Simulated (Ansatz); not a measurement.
**C5H11Cl (SMILES CCC(C)(C)Cl): density, localisation and related maps**

```xyz
17

C    -2.4052    0.7221    1.0555
C    -0.9924    1.2268    0.7491
C    -0.3987    0.8462   -0.6193
C     1.0086    1.4260   -0.7744
C    -0.4097   -0.6594   -0.8857
Cl   -1.4462    1.6416   -1.9435
H    -2.4532   -0.3717    1.0879
H    -3.1212    1.0729    0.3060
H    -2.7305    1.0936    2.0334
H    -0.2951    0.8379    1.5063
H    -0.9656    2.3194    0.8377
H     1.0086    2.5094   -0.6222
H     1.4136    1.2157   -1.7686
H     1.6739    0.9726   -0.0282
H     0.0411   -0.8845   -1.8567
H     0.1745   -1.1698   -0.1086
H    -1.4237   -1.0662   -0.8772
```

Geometry: B3LYP/6-31G*.

The calculation used isolated molecule in a Gaussian basis; Kohn-Sham density functional theory, functional PBE0 (Ansatz).

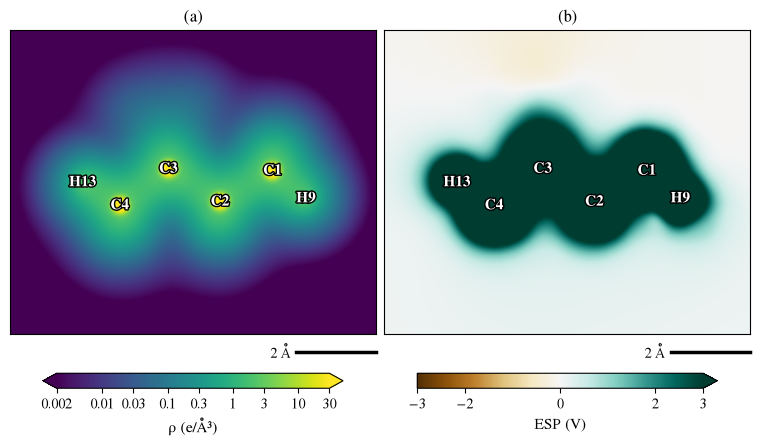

Figure 1. (a) total electron density; (b) molecular electrostatic potential on the plane of atoms C1, C2 and C3.

Q: What does the map show?

A: The plane passes through C and H nuclei. C–C (1.53 Å): ρ at the midpoint is about 1.6 e/Å³. C–H (1.10 Å): ρ is about 1.9 e/Å³ halfway. Outside the dense part of the molecule the potential is most negative (−0.4 V) near H17, which lies off the plane.

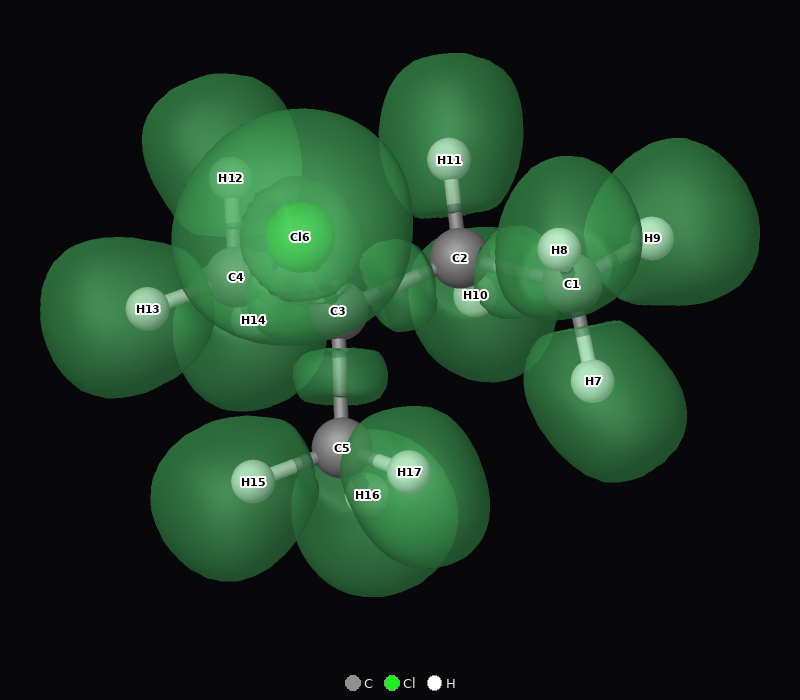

Figure 2. Isosurface of the ELF at 0.75 (green), seen at a tilt. Only the valence region is drawn (cores and ρ < 0.01 e/Å³ removed).

Q: Identify the bonds, lone pairs and shells in this picture.

A: The surface consists of four regions between bonded C–C atoms (shared pairs), eleven regions around hydrogen nuclei and one region on Cl in which the atom's valence shell and bonds are merged. Profiles from the grid: C–C (1.53 Å): the ELF peaks at about 0.95 between the atoms: localised, covalent bonding. C–Cl (1.87 Å): the ELF peaks at about 0.85 between the atoms; a shared electron pair.

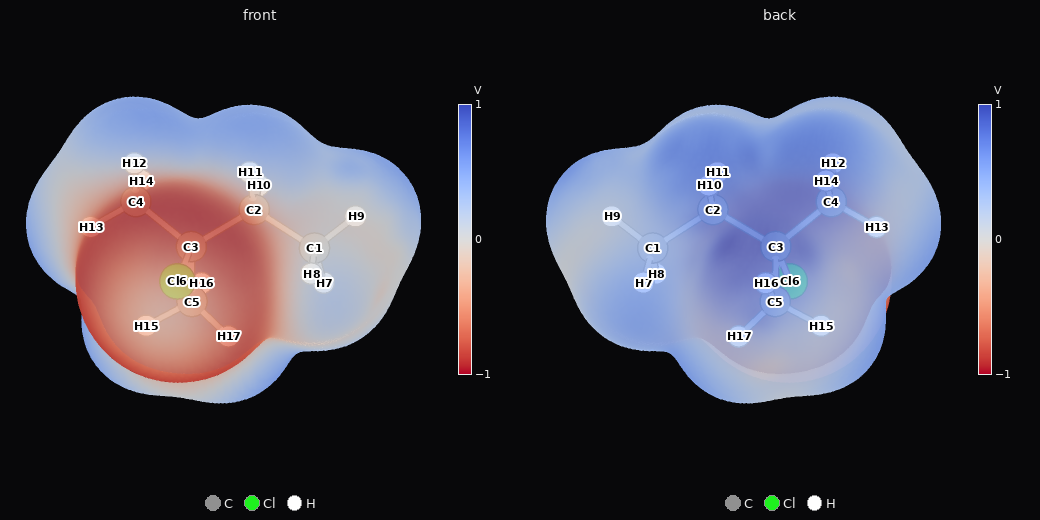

Figure 3. The molecular electrostatic potential painted on the density surface at 0.001 e/bohr³, seen from the front and from behind; the colour scale runs from red (negative) to blue (positive).

Q: Describe the electrostatic potential map.

A: The most negative region (about −0.8 V) lies over Cl6, the most positive (about +0.7 V) over H10, H14 and H16.

Q: What dipole moment does the calculation give?

A: Its dipole moment is 2.44 D.

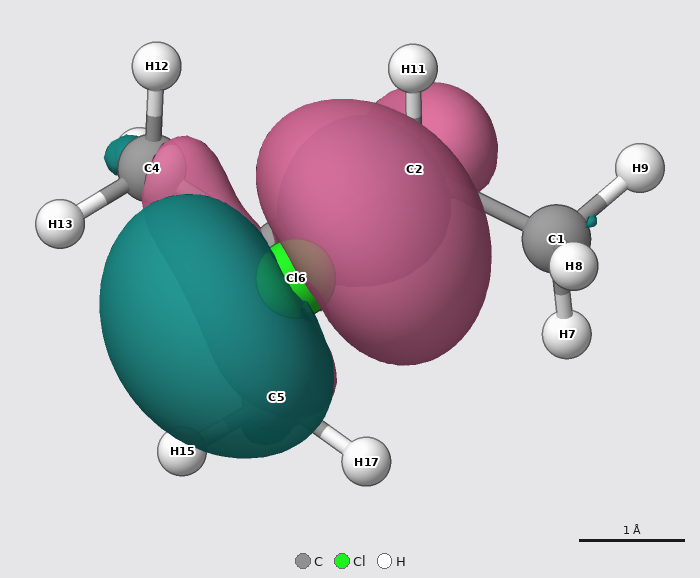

Figure 4. The HOMO−1 at ±0.08 Å⁻³ᐟ² (teal and pink are the two phases), seen across its widest extent.

Q: What is the character of this orbital?

A: Its weight (Hirshfeld) is mainly on Cl6 (about 80 %) and C3 (about 5 %); largely a lone pair of Cl6. Its energy is −8.26 eV.
